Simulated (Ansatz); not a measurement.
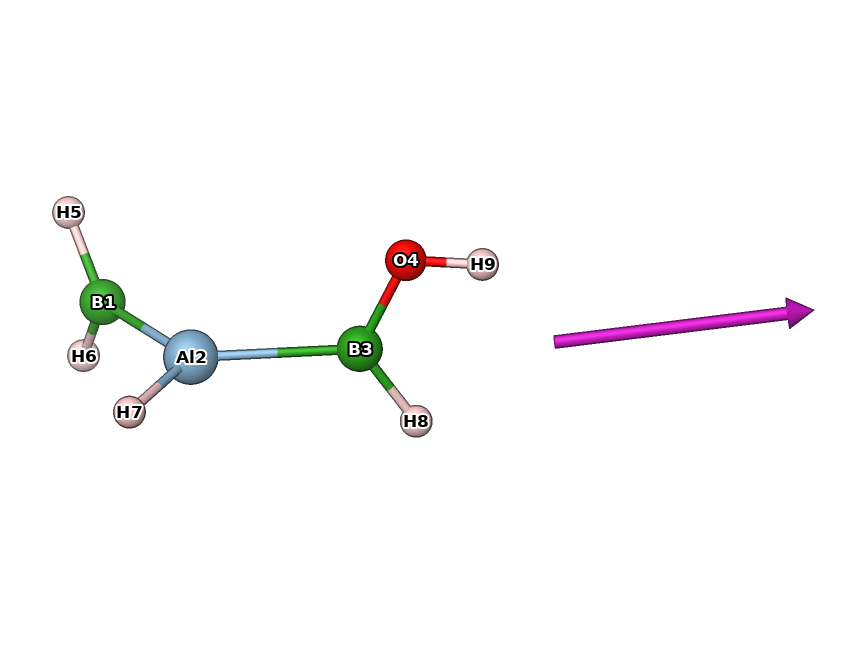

The arrow beside the molecule shows the direction of the dipole moment, from the negative to the positive end (its length means nothing). Computed geometry: PBE-D4/def2-SVP optimisation. No frequency run is at hand to confirm it as a minimum. Method: RKS PBE-D4/def2-SVP (Ansatz 0.2.0).

**Estimate the dipole moment.**

2.34 D; it points from the side of H5, H6 to the side of H9 (the outermost atoms at the two ends).
